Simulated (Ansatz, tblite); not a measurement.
# SnHBr3: rung by rung

Aim: run the singlet of SnHBr3 at one geometry on many levels, and compare frontier levels, spin and run time.

The runs use Ansatz 0.2.0, Gaussian basis; as each input shows.

Plan: GFN1-xTB, GFN2-xTB, PBE-D4/def2-TZVP, r2SCAN-D4/def2-TZVP, r2SCANh-D4/def2-TZVP, LDA/def2-TZVP, LC-ωPBE/def2-TZVP, r2SCAN0-D4/def2-TZVP, B97M-V/def2-TZVP, PBE-QIDH/def2-TZVP, BLYP-D4/def2-TZVP, PBE-D4/def2-SVP, PBE0-D4/def2-SVP, PBE0-D4/def2-TZVPD, PBE-D4/def2-TZVPD, r2SCAN-D4/def2-TZVPD, CCSD(T)/def2-SVP, MP2/def2-TZVP, RPA/def2-TZVP.

2 further runs of the same task are left out: 2 set aside as unsound or not needed. Runs told in other sessions of the task aren't counted.

### Step 1. The geometry

The geometry is that of the singlet, from an earlier relaxation (PBE0-D4/def2-SVP).

5 atoms, charge 0, spin multiplicity 1.

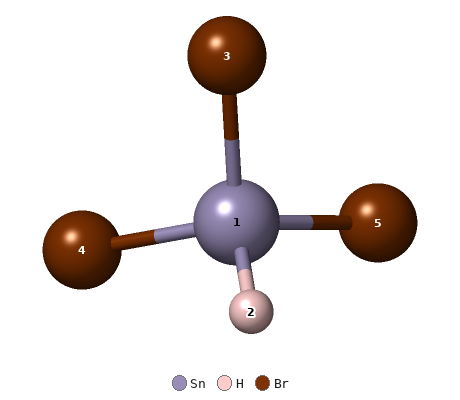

The geometry (tin purple, hydrogen pink, bromine brown); atoms are numbered from 1 in the order of the file.

Sn takes a core potential in the def2 sets. No spin-orbit coupling is included.

PBE0-D4/def2-TZVP was run before; its log isn't repeated, and its numbers join the tables.

### Step 2. GFN1-xTB

Tight binding, by tblite at 300 K electronic temperature and without a spin-polarisation term:

```python
tblite.interface.Calculator('GFN1-xTB', numbers, positions, charge=0, uhf=0).singlepoint()
```

Energy -402.1661 eV, HOMO -12.02 eV, LUMO -8.78 eV; 0.004 s.

### Step 3. GFN2-xTB

Tight binding, by tblite at 300 K electronic temperature and without a spin-polarisation term:

```python
tblite.interface.Calculator('GFN2-xTB', numbers, positions, charge=0, uhf=0).singlepoint()
```

Energy -408.0659 eV, HOMO -12.27 eV, LUMO -9.80 eV; 0.005 s.

### Step 4. PBE-D4/def2-TZVP

start.molden holds the orbitals of an earlier run on this state, given as this run's starting guess.

Input file in.yaml:

```yaml
crystal:
  periodic: [false, false, false]
  atoms:
    - {symbol: Sn, position_ang: [0.000638, -0.001496, 0.185150]}
    - {symbol: H, position_ang: [0.007468, -0.015202, 1.888264]}
    - {symbol: Br, position_ang: [2.309530, 0.010492, -0.700254]}
    - {symbol: Br, position_ang: [-1.163014, 2.005698, -0.670429]}
    - {symbol: Br, position_ang: [-1.154612, -1.999491, -0.702731]}
basis:
  gaussian: {orbitals: def2-TZVP, initial_orbitals: start.molden}
hamiltonian: {xc: pbe, dispersion: d4}
scf: {omitted_lower_state_checks: [starts]}
output: {orbitals: {seedname: orbitals}}
```

Launch:

```bash
ansatz run in.yaml --threads 4 --pin off --events-out ev --progress --plain --max-ram 3916MiB
```

Log:

```text
Functional definition: PBE
  name "PBE"
  cite "Perdew, Burke & Ernzerhof, Phys. Rev. Lett. 77, 3865 (1996) doi:10.1103/PhysRevLett.77.3865"
  parent pbe
  parameter kappa = 0.804
  parameter beta = 0.06672455060314922
  exchange = pbe_x(kappa = kappa, mu = beta*pi^2/3)
  correlation = pbe_c(beta = beta)
these checks for a lower state are left out or cut short: starts
1560 factors; their error is unknown
mean field evaluation 1: about -215958.8989 eV, gradient 1.4e1 eV
mean field evaluation 2: about -215959.0390 eV, gradient 2.0e-1 eV
mean field evaluation 4: about -215958.9707 eV, gradient 3.3e-4 eV
mean field -215958.97072243 eV, -7936.3457918015 hartree, gradient 9.5e-6 eV, S^2 0.000000; 0 other end points of the search recorded, 0 dependent functions left out
reference -215958.97076292 eV, -7936.3457932896 hartree; 64, 64 occupied and 136, 136 virtual orbitals, 1560 factors
Total energy: -215959.18223768 eV, -7936.3535648435 hartree
Checks for a lower state left out: starts
```

It took 2.2 s on 4 threads of Arm Neoverse V2, shared host.

Report: HOMO -7.38 eV, LUMO -3.59 eV.

### Step 5. r2SCAN-D4/def2-TZVP

in.yaml, as its differences from that of step 4:

```diff
@@ -10,3 +10,3 @@
   gaussian: {orbitals: def2-TZVP, initial_orbitals: start.molden}
-hamiltonian: {xc: pbe, dispersion: d4}
+hamiltonian: {xc: r2scan, dispersion: d4}
 scf: {omitted_lower_state_checks: [starts]}
```

Launched as before.

Log:

```text
Functional definition: r2SCAN
  name "r2SCAN"
  cite "Furness, Kaplan, Ning, Perdew & Sun, J. Phys. Chem. Lett. 11, 8208 (2020) doi:10.1021/acs.jpclett.0c02405"
  cite "Furness, Kaplan, Ning, Perdew & Sun, J. Phys. Chem. Lett. 11, 9248 (2020) doi:10.1021/acs.jpclett.0c03077"
  parent r2scan
  parameter k0 = 0.174
  parameter k1 = 0.065
  parameter a1 = 4.9479
  exchange = r2scan_x(k0 = k0, k1 = k1, a1 = a1)
  correlation = r2scan_c
these checks for a lower state are left out or cut short: starts
1560 factors; their error is unknown
mean field evaluation 1: about -215991.7568 eV, gradient 1.1e1 eV
mean field evaluation 2: about -215991.8144 eV, gradient 9.1e-2 eV
mean field evaluation 4: about -215991.7385 eV, gradient 1.3e-4 eV
mean field -215991.73849208 eV, -7937.5499851253 hartree, gradient 1.9e-5 eV, S^2 0.000000; 0 other end points of the search recorded, 0 dependent functions left out
reference -215991.73850309 eV, -7937.5499855297 hartree; 64, 64 occupied and 136, 136 virtual orbitals, 1560 factors
Total energy: -215991.78401214 eV, -7937.5516579565 hartree
Checks for a lower state left out: starts
```

Wall time 5.5 s (4 threads of Arm Neoverse V2, shared host).

Report: HOMO -7.74 eV, LUMO -3.45 eV.

### Step 6. r2SCANh-D4/def2-TZVP

in.yaml, as its differences from that of step 5:

```diff
@@ -10,4 +10,4 @@
   gaussian: {orbitals: def2-TZVP, initial_orbitals: start.molden}
-hamiltonian: {xc: r2scan, dispersion: d4}
+hamiltonian: {xc: {name: r2SCANh}, dispersion: d4}
 scf: {omitted_lower_state_checks: [starts]}
-output: {orbitals: {seedname: orbitals}}
+output: {forces: true, orbitals: {seedname: orbitals}}
```

Same command.

Log:

```text
Functional definition: r2SCANh
  name "r2SCANh"
  cite "Bursch, Neugebauer, Ehlert & Grimme, J. Chem. Phys. 156, 134105 (2022) doi:10.1063/5.0086040"
  cite "Furness, Kaplan, Ning, Perdew & Sun, J. Phys. Chem. Lett. 11, 8208 (2020) doi:10.1021/acs.jpclett.0c02405"
  cite "Furness, Kaplan, Ning, Perdew & Sun, J. Phys. Chem. Lett. 11, 9248 (2020) doi:10.1021/acs.jpclett.0c03077"
  parent r2scan
  parameter a = 0.1
  parameter k0 = 0.174
  parameter k1 = 0.065
  parameter a1 = 4.9479
  exchange = (1 - a)*r2scan_x(k0 = k0, k1 = k1, a1 = a1) + a*exact_x
  correlation = r2scan_c
these checks for a lower state are left out or cut short: starts
1620 factors; their error is unknown
mean field evaluation 1: about -215990.8480 eV, gradient 9.3e0 eV
mean field evaluation 2: about -215990.8759 eV, gradient 4.8e-2 eV
mean field evaluation 4: about -215991.3782 eV, gradient 1.2e-4 eV
mean field -215991.37824915 eV, -7937.5367464416 hartree, gradient 1.2e-5 eV, S^2 0.000000; 0 other end points of the search recorded, 0 dependent functions left out
the calculation of the forces begins
reference -215991.37825924 eV, -7937.5367468127 hartree; 64, 64 occupied and 136, 136 virtual orbitals, 1620 factors
Total energy: -215991.43040938 eV, -7937.5386632949 hartree
Atom 0 at     0.000638    -0.001496     0.185150 Å, force     0.000273     0.000935    -0.111391 eV/Å
Atom 1 at     0.007468    -0.015202     1.888264 Å, force    -0.000714     0.001146    -0.144566 eV/Å
Atom 2 at     2.309530     0.010492    -0.700254 Å, force    -0.233971    -0.001192     0.086311 eV/Å
Atom 3 at    -1.163014     2.005698    -0.670429 Å, force     0.117633    -0.203634     0.083181 eV/Å
Atom 4 at    -1.154612    -1.999491    -0.702731 Å, force     0.116779     0.202745     0.086465 eV/Å
Dipole moment:     0.001216    -0.002793     0.345769 e Å
Checks for a lower state left out: starts
```

Wall time 10 s (4 threads of Arm Neoverse V2, shared host); peak memory 0.83 GiB.

Report: HOMO -8.21 eV, LUMO -3.15 eV.

### Step 7. LDA/def2-TZVP

in.yaml, as its differences from that of step 6:

```diff
@@ -10,4 +10,4 @@
   gaussian: {orbitals: def2-TZVP, initial_orbitals: start.molden}
-hamiltonian: {xc: {name: r2SCANh}, dispersion: d4}
+hamiltonian: {xc: lda}
 scf: {omitted_lower_state_checks: [starts]}
-output: {forces: true, orbitals: {seedname: orbitals}}
+output: {orbitals: {seedname: orbitals}}
```

The command is unchanged.

Log:

```text
Functional definition: SPW92
  name "SPW92"
  cite "Dirac, Proc. Camb. Phil. Soc. 26, 376 (1930) doi:10.1017/S0305004100016108"
  cite "Slater, Phys. Rev. 81, 385 (1951) doi:10.1103/PhysRev.81.385"
  cite "Perdew & Wang, Phys. Rev. B 45, 13244 (1992) doi:10.1103/PhysRevB.45.13244"
  exchange = slater_x
  correlation = pw_c
these checks for a lower state are left out or cut short: starts
1560 factors; their error is unknown
mean field evaluation 1: about -215690.5322 eV, gradient 3.9e1 eV
mean field evaluation 2: about -215690.9951 eV, gradient 7.7e-1 eV
mean field evaluation 4: about -215690.9307 eV, gradient 1.3e-1 eV
mean field -215690.93074509 eV, -7926.4955043183 hartree, gradient 2.0e-5 eV, S^2 0.000000; 0 other end points of the search recorded, 0 dependent functions left out
reference -215690.93078289 eV, -7926.4955057073 hartree; 64, 64 occupied and 136, 136 virtual orbitals, 1560 factors
Total energy: -215690.93078289 eV, -7926.4955057073 hartree
Checks for a lower state left out: starts
```

Run time: 1.2 s. Hardware: 4 threads of Arm Neoverse V2, shared host.

HOMO -7.54 eV, LUMO -3.87 eV.

### Step 8. LC-ωPBE/def2-TZVP

in.yaml, as its differences from that of step 7:

```diff
@@ -10,3 +10,3 @@
   gaussian: {orbitals: def2-TZVP, initial_orbitals: start.molden}
-hamiltonian: {xc: lda}
+hamiltonian: {xc: {name: LC-wPBE}}
 scf: {omitted_lower_state_checks: [starts]}
```

Launched as before.

Log:

```text
Functional definition: LC-wPBE
  name "LC-wPBE"
  cite "Vydrov & Scuseria, J. Chem. Phys. 125, 234109 (2006) doi:10.1063/1.2409292"
  cite "Heyd & Scuseria, J. Chem. Phys. 120, 7274 (2004) doi:10.1063/1.1668634"
  cite "Ernzerhof & Perdew, J. Chem. Phys. 109, 3313 (1998) doi:10.1063/1.476928"
  cite "Perdew, Burke & Ernzerhof, Phys. Rev. Lett. 77, 3865 (1996) doi:10.1103/PhysRevLett.77.3865"
  parent pbe
  parameter omega = 0.4/bohr
  exchange = pbe_x_sr(omega) + exact_x_lr(omega)
  correlation = pbe_c
these checks for a lower state are left out or cut short: starts
1560 factors; their error is unknown
401 factors; integrals over basis functions are off by at most 5.1e-5 eV
mean field evaluation 1: about -215962.3745 eV, gradient 1.3e1 eV
mean field evaluation 2: about -215962.5707 eV, gradient 2.5e-1 eV
mean field evaluation 4: about -215962.5020 eV, gradient 1.5e-1 eV
mean field -215962.50202130 eV, -7936.4755646415 hartree, gradient 5.0e-5 eV, S^2 0.000000; 0 other end points of the search recorded, 0 dependent functions left out
reference -215962.50202131 eV, -7936.4755646417 hartree; 64, 64 occupied and 136, 136 virtual orbitals, 1560 factors
Total energy: -215962.50202131 eV, -7936.4755646417 hartree
Checks for a lower state left out: starts
```

Wall time 3.3 s (4 threads of Arm Neoverse V2, shared host).

From the report: HOMO -11.42 eV, LUMO -0.64 eV.

### Step 9. r2SCAN0-D4/def2-TZVP

in.yaml, as its differences from that of step 8:

```diff
@@ -10,3 +10,3 @@
   gaussian: {orbitals: def2-TZVP, initial_orbitals: start.molden}
-hamiltonian: {xc: {name: LC-wPBE}}
+hamiltonian: {xc: {name: r2SCAN0}, dispersion: d4}
 scf: {omitted_lower_state_checks: [starts]}
```

Same command.

Log:

```text
Functional definition: r2SCAN0
  name "r2SCAN0"
  cite "Bursch, Neugebauer, Ehlert & Grimme, J. Chem. Phys. 156, 134105 (2022) doi:10.1063/5.0086040"
  cite "Furness, Kaplan, Ning, Perdew & Sun, J. Phys. Chem. Lett. 11, 8208 (2020) doi:10.1021/acs.jpclett.0c02405"
  cite "Furness, Kaplan, Ning, Perdew & Sun, J. Phys. Chem. Lett. 11, 9248 (2020) doi:10.1021/acs.jpclett.0c03077"
  parent r2scan
  parameter a = 0.25
  parameter k0 = 0.174
  parameter k1 = 0.065
  parameter a1 = 4.9479
  exchange = (1 - a)*r2scan_x(k0 = k0, k1 = k1, a1 = a1) + a*exact_x
  correlation = r2scan_c
these checks for a lower state are left out or cut short: starts
1744 factors; their error is unknown
mean field evaluation 1: about -215989.4847 eV, gradient 1.0e1 eV
mean field evaluation 2: about -215989.5150 eV, gradient 5.5e-2 eV
mean field evaluation 4: about -215990.8860 eV, gradient 2.8e-4 eV
mean field -215990.88604021 eV, -7937.5186580968 hartree, gradient 1.5e-5 eV, S^2 0.000000; 0 other end points of the search recorded, 0 dependent functions left out
reference -215990.88604896 eV, -7937.5186584184 hartree; 64, 64 occupied and 136, 136 virtual orbitals, 1744 factors
Total energy: -215990.94550584 eV, -7937.5208434186 hartree
Checks for a lower state left out: starts
```

Wall time 8.5 s (4 threads of Arm Neoverse V2, shared host); peak memory 0.78 GiB.

From the report: HOMO -8.91 eV, LUMO -2.69 eV.

### Step 10. B97M-V/def2-TZVP

in.yaml, as its differences from that of step 9:

```diff
@@ -10,3 +10,3 @@
   gaussian: {orbitals: def2-TZVP, initial_orbitals: start.molden}
-hamiltonian: {xc: {name: r2SCAN0}, dispersion: d4}
+hamiltonian: {xc: {name: B97M-V}}
 scf: {omitted_lower_state_checks: [starts]}
```

The command is unchanged.

Log:

```text
Functional definition: B97M-V
  name "B97M-V"
  cite "Mardirossian & Head-Gordon, J. Chem. Phys. 142, 074111 (2015) doi:10.1063/1.4907719"
  cite "Becke, J. Chem. Phys. 107, 8554 (1997) doi:10.1063/1.475007"
  cite "Vydrov & Van Voorhis, J. Chem. Phys. 133, 244103 (2010) doi:10.1063/1.3521275"
  # Of w^i u^j: cxij and so on, Table III.
  parameter cx00 = 1.000
  parameter cx01 = 1.308
  parameter cx02 = 1.901
  parameter cx10 = 0.416
  parameter cx11 = 3.070
  parameter css00 = 1.000
  parameter css02 = -1.855
  parameter css10 = -5.668
  parameter css32 = -20.497
  parameter css42 = -20.364
  parameter cos00 = 1.000
  parameter cos01 = 1.573
  parameter cos03 = -6.298
  parameter cos10 = 2.535
  parameter cos32 = -6.427
  parameter b = 6.0
  parameter c = 0.01
  gx(w, u) = cx00 + cx01*u + cx02*u^2 + (cx10 + cx11*u)*w
  gss(w, u) = css00 + css02*u^2 + css10*w + (css32*w^3 + css42*w^4)*u^2
  gos(w, u) = cos00 + cos01*u + cos03*u^3 + cos10*w + cos32*w^3*u^2
  exchange = spin_sum(e_x_unif_s*gx(b97_w, b97_u_x))
  correlation = spin_sum(e_c_pw_mod_same_spin*gss(b97_w, b97_u_same))
      + integral(e_c_pw_mod_opposite_spin*gos(b97_w_opposite, b97_u_opposite)) + vv10(b, c)
these checks for a lower state are left out or cut short: starts
1560 factors; their error is unknown
mean field evaluation 1: about -215952.9056 eV, gradient 1.8e1 eV
mean field evaluation 2: about -215953.0776 eV, gradient 1.9e-1 eV
mean field evaluation 4: about -215953.0055 eV, gradient 2.8e-4 eV
mean field -215953.00553070 eV, -7936.1265750487 hartree, gradient 1.4e-5 eV, S^2 0.000000; 0 other end points of the search recorded, 0 dependent functions left out
reference -215953.00558895 eV, -7936.1265771892 hartree; 64, 64 occupied and 136, 136 virtual orbitals, 1560 factors
Total energy: -215953.00558895 eV, -7936.1265771892 hartree
Checks for a lower state left out: starts
```

Wall time 11 s (4 threads of Arm Neoverse V2, shared host).

Report: HOMO -7.81 eV, LUMO -3.32 eV.

### Step 11. PBE-QIDH/def2-TZVP

in.yaml, as its differences from that of step 10:

```diff
@@ -10,4 +10,3 @@
   gaussian: {orbitals: def2-TZVP, initial_orbitals: start.molden}
-hamiltonian: {xc: {name: B97M-V}}
+hamiltonian: {xc: {name: PBE-QIDH}}
 scf: {omitted_lower_state_checks: [starts]}
-output: {orbitals: {seedname: orbitals}}
```

Launched as before.

Log:

```text
Functional definition: PBE-QIDH
  name "PBE-QIDH"
  cite "Brémond, Sancho-García, Pérez-Jiménez & Adamo, J. Chem. Phys. 141, 031101 (2014) doi:10.1063/1.4890314"
  cite "Perdew, Burke & Ernzerhof, Phys. Rev. Lett. 77, 3865 (1996) doi:10.1103/PhysRevLett.77.3865"
  parameter a = 3^(-1/3)
  parameter c = 1/3
  exchange = (1 - a)*pbe_x + a*exact_x
  correlation = (1 - c)*pbe_c + c*(mp2_os + mp2_ss)
these checks for a lower state are left out or cut short: starts
1503 factors; integrals over basis functions are off by at most 1.2e-3 eV
mean field evaluation 1: about -215924.0627 eV, gradient 2.5e1 eV
mean field evaluation 2: about -215924.4312 eV, gradient 5.1e-1 eV
mean field evaluation 4: about -215924.6192 eV, gradient 4.7e-3 eV
mean field evaluation 8: about -215924.6192 eV, gradient 2.9e-6 eV
mean field -215924.61921757 eV, -7935.0833972820 hartree, gradient 5.3e-6 eV, S^2 0.000000; 0 other end points of the search recorded, 0 dependent functions left out
31 core orbitals not correlated: weight in the atoms' cores, before any rotation towards them, 1.000 or more for the frozen orbitals, at most 0.000 for the correlated occupied ones
reference -215924.61922999 eV, -7935.0833977386 hartree; 33, 33 occupied and 136, 136 virtual orbitals, 1503 factors
second order -34.13159023 eV of doubles, -0.00000000 eV of singles
Total energy: -215935.99642673 eV, -7935.5015020072 hartree
Checks for a lower state left out: starts
```

Run time: 8 s. Hardware: 4 threads of Arm Neoverse V2, shared host; peak memory 0.63 GiB.

### Step 12. BLYP-D4/def2-TZVP

in.yaml, as its differences from that of step 11:

```diff
@@ -10,3 +10,4 @@
   gaussian: {orbitals: def2-TZVP, initial_orbitals: start.molden}
-hamiltonian: {xc: {name: PBE-QIDH}}
+hamiltonian: {xc: {name: BLYP}, dispersion: d4}
 scf: {omitted_lower_state_checks: [starts]}
+output: {orbitals: {seedname: orbitals}}
```

Same command.

Log:

```text
Functional definition: BLYP
  name "BLYP"
  cite "Becke, Phys. Rev. A 38, 3098 (1988) doi:10.1103/PhysRevA.38.3098"
  cite "Lee, Yang & Parr, Phys. Rev. B 37, 785 (1988) doi:10.1103/PhysRevB.37.785"
  parameter beta = 0.0042
  parameter a = 0.04918
  parameter b = 0.132
  parameter c = 0.2533
  parameter d = 0.349
  exchange = b88_x(beta = beta)
  correlation = lyp_c(a = a, b = b, c = c, d = d)
these checks for a lower state are left out or cut short: starts
1560 factors; their error is unknown
mean field evaluation 1: about -215990.9192 eV, gradient 1.8e1 eV
mean field evaluation 2: about -215991.1918 eV, gradient 3.2e-1 eV
mean field evaluation 4: about -215991.1241 eV, gradient 1.3e-1 eV
mean field -215991.12411502 eV, -7937.5274071846 hartree, gradient 3.2e-5 eV, S^2 0.000000; 0 other end points of the search recorded, 0 dependent functions left out
reference -215991.12447536 eV, -7937.5274204271 hartree; 64, 64 occupied and 136, 136 virtual orbitals, 1560 factors
Total energy: -215991.55242470 eV, -7937.5431472753 hartree
Checks for a lower state left out: starts
```

Wall time 2.4 s (4 threads of Arm Neoverse V2, shared host).

Report: HOMO -7.20 eV, LUMO -3.53 eV.

### Step 13. PBE-D4/def2-SVP

in.yaml, as its differences from that of step 12:

```diff
@@ -9,4 +9,4 @@
 basis:
-  gaussian: {orbitals: def2-TZVP, initial_orbitals: start.molden}
-hamiltonian: {xc: {name: BLYP}, dispersion: d4}
+  gaussian: {orbitals: def2-SVP, initial_orbitals: start.molden}
+hamiltonian: {xc: pbe, dispersion: d4}
 scf: {omitted_lower_state_checks: [starts]}
```

Launched as before.

Log:

```text
Functional definition: PBE
  name "PBE"
  cite "Perdew, Burke & Ernzerhof, Phys. Rev. Lett. 77, 3865 (1996) doi:10.1103/PhysRevLett.77.3865"
  parent pbe
  parameter kappa = 0.804
  parameter beta = 0.06672455060314922
  exchange = pbe_x(kappa = kappa, mu = beta*pi^2/3)
  correlation = pbe_c(beta = beta)
these checks for a lower state are left out or cut short: starts
1384 factors; their error is unknown
mean field evaluation 1: about -215933.0017 eV, gradient 2.2e1 eV
mean field evaluation 2: about -215933.2559 eV, gradient 3.7e-1 eV
mean field evaluation 4: about -215933.1019 eV, gradient 9.0e-2 eV
mean field -215933.10188671 eV, -7935.3951296234 hartree, gradient 1.7e-5 eV, S^2 0.000000; 0 other end points of the search recorded, 0 dependent functions left out
reference -215933.10192345 eV, -7935.3951309734 hartree; 64, 64 occupied and 63, 63 virtual orbitals, 1384 factors
Total energy: -215933.31339821 eV, -7935.4029025274 hartree
Checks for a lower state left out: starts
```

Run time: 1.2 s. Hardware: 4 threads of Arm Neoverse V2, shared host.

Report: HOMO -7.20 eV, LUMO -3.43 eV.

### Step 14. PBE0-D4/def2-SVP

in.yaml, as its differences from that of step 13:

```diff
@@ -10,3 +10,3 @@
   gaussian: {orbitals: def2-SVP, initial_orbitals: start.molden}
-hamiltonian: {xc: pbe, dispersion: d4}
+hamiltonian: {xc: pbe0, dispersion: d4}
 scf: {omitted_lower_state_checks: [starts]}
```

Launched as before.

Log:

```text
Functional definition: PBE0
  name "PBE0"
  cite "Adamo & Barone, J. Chem. Phys. 110, 6158 (1999) doi:10.1063/1.478522"
  cite "Perdew, Burke & Ernzerhof, Phys. Rev. Lett. 77, 3865 (1996) doi:10.1103/PhysRevLett.77.3865"
  parent pbe
  parameter a = 0.25
  parameter kappa = 0.804
  parameter beta = 0.06672455060314922
  exchange = (1 - a)*pbe_x(kappa = kappa, mu = beta*pi^2/3) + a*exact_x
  correlation = pbe_c(beta = beta)
these checks for a lower state are left out or cut short: starts
1302 factors; integrals over basis functions are off by at most 4.4e-4 eV
mean field evaluation 1: about -215940.5989 eV, gradient 2.0e1 eV
mean field evaluation 2: about -215940.7143 eV, gradient 1.7e-1 eV
mean field evaluation 4: about -215940.7342 eV, gradient 1.8e-4 eV
mean field -215940.73422766 eV, -7935.6756129796 hartree, gradient 1.1e-5 eV, S^2 0.000000; 0 other end points of the search recorded, 0 dependent functions left out
reference -215940.73425519 eV, -7935.6756139916 hartree; 64, 64 occupied and 63, 63 virtual orbitals, 1302 factors
Total energy: -215940.92017086 eV, -7935.6824462664 hartree
Checks for a lower state left out: starts
```

Run time: 2.4 s. Hardware: 4 threads of Arm Neoverse V2, shared host.

Report: HOMO -8.56 eV, LUMO -2.66 eV.

### Step 15. PBE0-D4/def2-TZVPD

in.yaml, as its differences from that of step 14:

```diff
@@ -9,3 +9,3 @@
 basis:
-  gaussian: {orbitals: def2-SVP, initial_orbitals: start.molden}
+  gaussian: {orbitals: def2-TZVPD, initial_orbitals: start.molden}
 hamiltonian: {xc: pbe0, dispersion: d4}
```

Same command.

Log:

```text
Functional definition: PBE0
  name "PBE0"
  cite "Adamo & Barone, J. Chem. Phys. 110, 6158 (1999) doi:10.1063/1.478522"
  cite "Perdew, Burke & Ernzerhof, Phys. Rev. Lett. 77, 3865 (1996) doi:10.1103/PhysRevLett.77.3865"
  parent pbe
  parameter a = 0.25
  parameter kappa = 0.804
  parameter beta = 0.06672455060314922
  exchange = (1 - a)*pbe_x(kappa = kappa, mu = beta*pi^2/3) + a*exact_x
  correlation = pbe_c(beta = beta)
these checks for a lower state are left out or cut short: starts
1955 factors; their error is unknown
mean field evaluation 1: about -215965.5525 eV, gradient 9.9e0 eV
mean field evaluation 2: about -215965.5845 eV, gradient 8.2e-2 eV
mean field evaluation 4: about -215966.5975 eV, gradient 4.2e-4 eV
mean field -215966.59753230 eV, -7936.6260718947 hartree, gradient 2.0e-5 eV, S^2 0.000000; 0 other end points of the search recorded, 0 dependent functions left out
reference -215966.59758026 eV, -7936.6260736569 hartree; 64, 64 occupied and 172, 172 virtual orbitals, 1955 factors
Total energy: -215966.78349593 eV, -7936.6329059317 hartree
Checks for a lower state left out: starts
```

Run time: 7.5 s. Hardware: 4 threads of Arm Neoverse V2, shared host; peak memory 1.2 GiB.

Report: HOMO -8.70 eV, LUMO -2.81 eV.

[end of part 1 of 2]
